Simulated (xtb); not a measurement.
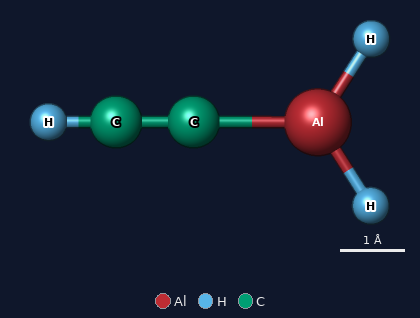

**Figure 1.** The starting structure (ball-and-stick view, seen on its broad side). Sticks mark near contacts. Bond lengths as drawn: Al–C 1.94 Å, Al–H 1.55 Å, C–C 1.21 Å and C–H 1.06 Å.

# Run report: C2H3Al, geometry relaxation (part 1 of 2)

System: C2H3Al (AlH2(CCH)).
Method: GFN2-xTB (xtb 6.7.1).

The geometry comes from this level: GFN2-xTB.

Input file (start.xyz)
```
6

Al     0.63670     1.10406     0.00827
H      2.18464     1.16838     0.05520
H     -0.07430     2.48162    -0.02541
C     -0.33722    -0.57786    -0.00701
C     -0.94254    -1.62992    -0.01264
H     -1.46729    -2.54629    -0.01841
```

File .CHRG
```
0
```

File .UHF
```
0
```

Run as:
```bash
xtb start.xyz --gfn 2 --ohess vtight --parallel 1 > out.txt
```

Log
```
* xtb version 6.7.1
   ID    Z sym.   atoms
    1   13 Al     1
    2    1 H      2, 3, 6
    3    6 C      4, 5

           -------------------------------------------------
          |                Calculation Setup                |
           -------------------------------------------------

          program call               : xtb start.xyz --gfn 2 --ohess vtight --parallel 1
          coordinate file            : start.xyz
          omp threads                :                     1

           -------------------------------------------------
          |                 G F N 2 - x T B                 |
           -------------------------------------------------

      * Hamiltonian:
        H0-scaling (s, p, d)           1.850000    2.230000    2.230000
        zeta-weighting                 0.500000
      * Dispersion:
        s8                             2.700000
        a1                             0.520000
        a2                             5.000000
        s9                             5.000000
      * Repulsion:
        kExp                           1.500000    1.000000
        rExp                           1.000000
      * Coulomb:
        alpha                          2.000000
        third order                    shell-resolved
        anisotropic                    true
        a3                             3.000000
        a5                             4.000000
        cn-shift                       1.200000
        cn-exp                         4.000000
        max-rad                        5.000000

          ...................................................
          :                      SETUP                      :
          :.................................................:
          :  # basis functions                  21          :
          :  # atomic orbitals                  20          :
          :  # shells                           10          :
          :  # electrons                        14          :
          :  max. iterations                   250          :
          :  Hamiltonian                  GFN2-xTB          :
          :  restarted?                      false          :
          :  GBSA solvation                  false          :
          :  PC potential                    false          :
          :  electronic temp.          300.0000000     K    :
          :  accuracy                    1.0000000          :
          :  -> integral cutoff          0.2500000E+02      :
          :  -> integral neglect         0.1000000E-07      :
          :  -> SCF convergence          0.1000000E-05 Eh   :
          :  -> wf. convergence          0.1000000E-03 e    :
          :  Broyden damping             0.4000000          :
          :  net charge                          0          :
          :  unpaired electrons                  0          :
          ...................................................

 iter      E             dE          RMSdq      gap      omega  full diag
   1     -6.8651025 -0.686510E+01  0.320E+01    3.95       0.0  T
   2     -6.8970171 -0.319147E-01  0.173E+01    4.78       1.0  T
   3     -6.6058933  0.291124E+00  0.127E+01    4.43       1.0  T
   4     -6.8824154 -0.276522E+00  0.358E+00    4.63       1.0  T
   5     -6.9376222 -0.552068E-01  0.118E+00    4.93       1.0  T
   6     -6.9421172 -0.449502E-02  0.495E-01    5.00       1.0  T
   7     -6.9421234 -0.619738E-05  0.174E-01    5.01       1.0  T
   8     -6.9421752 -0.518107E-04  0.112E-01    5.02       1.0  T
   9     -6.9421780 -0.285674E-05  0.409E-02    5.03       1.0  T
  10     -6.9421790 -0.938150E-06  0.585E-03    5.02       7.0  T
  11     -6.9421790 -0.337365E-07  0.172E-03    5.03      23.8  T
  12     -6.9421790 -0.304171E-08  0.721E-04    5.03      56.7  T
  13     -6.9421790 -0.746877E-09  0.411E-05    5.03     993.8  T

   *** convergence criteria satisfied after 13 iterations ***

         #    Occupation            Energy/Eh            Energy/eV
      -------------------------------------------------------------
         1        2.0000           -0.6092681             -16.5790
         2        2.0000           -0.5316450             -14.4668
         3        2.0000           -0.5018390             -13.6557
         4        2.0000           -0.4278697             -11.6429
         5        2.0000           -0.4265760             -11.6077
         6        2.0000           -0.4178800             -11.3711
         7        2.0000           -0.4122796             -11.2187 (HOMO)
         8                         -0.2276061              -6.1935 (LUMO)
         9                         -0.2275062              -6.1908
        10                         -0.2188658              -5.9556
        11                         -0.1870670              -5.0904
        12                         -0.1830401              -4.9808
       ...                                ...                  ...
        20                          1.2340219              33.5794
      -------------------------------------------------------------
                  HL-Gap            0.1846735 Eh            5.0252 eV
             Fermi-level           -0.3199429 Eh           -8.7061 eV

 SCC (total)                   0 d,  0 h,  0 min,  0.003 sec
 SCC setup                      ...        0 min,  0.000 sec (  2.305%)
 Dispersion                     ...        0 min,  0.000 sec (  1.207%)
 classical contributions        ...        0 min,  0.000 sec (  0.428%)
 integral evaluation            ...        0 min,  0.000 sec ( 14.430%)
 iterations                     ...        0 min,  0.002 sec ( 57.815%)
 molecular gradient             ...        0 min,  0.001 sec ( 21.718%)
 printout                       ...        0 min,  0.000 sec (  1.833%)

         :::::::::::::::::::::::::::::::::::::::::::::::::::::
         ::                     SUMMARY                     ::
         :::::::::::::::::::::::::::::::::::::::::::::::::::::
         :: total energy              -6.792634886438 Eh    ::
         :: gradient norm              0.000194316110 Eh/a0 ::
         :: HOMO-LUMO gap              5.025222521804 eV    ::
         ::.................................................::
         :: SCC energy                -6.942179269184 Eh    ::
         :: -> isotropic ES            0.025235332602 Eh    ::
         :: -> anisotropic ES          0.003905417355 Eh    ::
         :: -> anisotropic XC         -0.001525928287 Eh    ::
         :: -> dispersion             -0.002347103662 Eh    ::
         :: repulsion energy           0.149544382746 Eh    ::
         :: add. restraining           0.000000000000 Eh    ::
         :: total charge              -0.000000000000 e     ::
         :::::::::::::::::::::::::::::::::::::::::::::::::::::

      -----------------------------------------------------------
     |                   =====================                   |
     |                        A N C O P T                        |
     |                   =====================                   |
     |               Approximate Normal Coordinate               |
     |                Rational Function Optimizer                |
      -----------------------------------------------------------
      -----------------------------------------------------------
     |                   =====================                   |
     |                        A N C O P T                        |
     |                   =====================                   |
     |               Approximate Normal Coordinate               |
     |                Rational Function Optimizer                |
      -----------------------------------------------------------

          ...................................................
          :                      SETUP                      :
          :.................................................:
          :   optimization level         verytight          :
          :   max. optcycles                   200          :
          :   ANC micro-cycles                  20          :
          :   degrees of freedom                12          :
          :.................................................:
          :   RF solver                   davidson          :
          :   write xtbopt.log                true          :
          :   linear?                        false          :
          :   energy convergence         0.1000000E-06 Eh   :
          :   grad. convergence          0.2000000E-03 Eh/α :
          :   maxmium RF displ.          1.0000000          :
          :   Hlow (freq-cutoff)         0.1000000E-01      :
          :   Hmax (freq-cutoff)         5.0000000          :
          :   S6 in model hess.         20.0000000          :
          ...................................................

generating ANC from exact Hessian ...
Using Lindh-Hessian (1995)
 Shifting diagonal of input Hessian by    1.0324221592153749E-002
 Lowest  eigenvalues of input Hessian
    0.010000    0.000000    0.000000    0.000000    0.000000    0.000000
    0.000000    0.010501    0.010524    0.021681    0.022312    0.131135
    0.136825    0.391803    0.431944    0.489770    0.744873    2.295240
 Highest eigenvalues
    0.136825    0.391803    0.431944    0.489770    0.744873    2.295240

........................................................................
.............................. CYCLE    1 ..............................
........................................................................

 iter      E             dE          RMSdq      gap      omega  full diag
   1     -6.9421790 -0.694218E+01  0.216E-05    5.03       0.0  T
   2     -6.9421790  0.756728E-12  0.187E-05    5.03    2183.7  T
   3     -6.9421790 -0.131539E-11  0.160E-05    5.03    2555.5  T
     SCC iter.                  ...        0 min,  0.001 sec
     gradient                   ...        0 min,  0.001 sec
 * total energy  :    -6.7926349 Eh     change       -0.2425615E-11 Eh
   gradient norm :     0.0001938 Eh/α   predicted     0.0000000E+00 (-100.00%)
   displ. norm   :     0.0082284 α      lambda       -0.3886475E-06
   maximum displ.:     0.0062226 α      in ANC's #3, #1, #4, ...

   *** GEOMETRY OPTIMIZATION CONVERGED AFTER 1 ITERATIONS ***

------------------------------------------------------------------------
 total energy gain   :        -0.0000000 Eh       -0.0000 kcal/mol
 total RMSD          :         0.0000000 a0        0.0000 Å
 total power (kW/mol):        -0.0000000 (step)   -0.0000 (real)
------------------------------------------------------------------------

 ANCopt (total)                0 d,  0 h,  0 min,  0.002 sec
 optimizer setup                ...        0 min,  0.000 sec (  3.013%)
 model hessian                  ...        0 min,  0.000 sec (  3.422%)
 ANC generation                 ...        0 min,  0.000 sec (  3.769%)
 coordinate transformation      ...        0 min,  0.000 sec (  0.557%)
 single point calculation       ...        0 min,  0.002 sec ( 79.124%)
 optimization log               ...        0 min,  0.000 sec (  2.725%)
 hessian update                 ...        0 min,  0.000 sec (  0.034%)
 rational function              ...        0 min,  0.000 sec (  4.541%)

================
 final structure:
================
6
 xtb: 6.7.1
Al           0.63670000000000        1.10406000000000        0.00827000000000
H            2.18464000000000        1.16838000000000        0.05520000000000
H           -0.07430000000000        2.48162000000000       -0.02541000000000
C           -0.33722000000000       -0.57786000000000       -0.00701000000000
C           -0.94254000000000       -1.62992000000000       -0.01264000000000
H           -1.46729000000000       -2.54629000000000       -0.01841000000000

 Bond Distances (Angstroems)
 ---------------------------
Al1-H2=1.5500        Al1-H3=1.5506        Al1-C4=1.9436        H2-Al1=1.5500        H3-Al1=1.5506        C4-Al1=1.9436
C4-C5=1.2138         C5-C4=1.2138         C5-H6=1.0560         H6-C5=1.0560
 C  H  Rav=1.0560 sigma=0.0000  Rmin=1.0560  Rmax=1.0560     1
 C  C  Rav=1.2138 sigma=0.0000  Rmin=1.2138  Rmax=1.2138     1
 Al H  Rav=1.5503 sigma=0.0003  Rmin=1.5500  Rmax=1.5506     2
 Al C  Rav=1.9436 sigma=0.0000  Rmin=1.9436  Rmax=1.9436     1

 selected bond angles (degree)
 --------------------
H3-Al1-H2=114.94               C4-Al1-H2=122.45               C4-Al1-H3=122.61               C5-C4-Al1=179.76
H6-C5-C4=179.87

 selected dihedral angles (degree)
 ---------------------------------
C5-C4-Al1-H2= 47.61           C5-C4-Al1-H3=227.61           H6-C5-C4-Al1=288.69
           -------------------------------------------------
          |                Final Singlepoint                |
           -------------------------------------------------
```
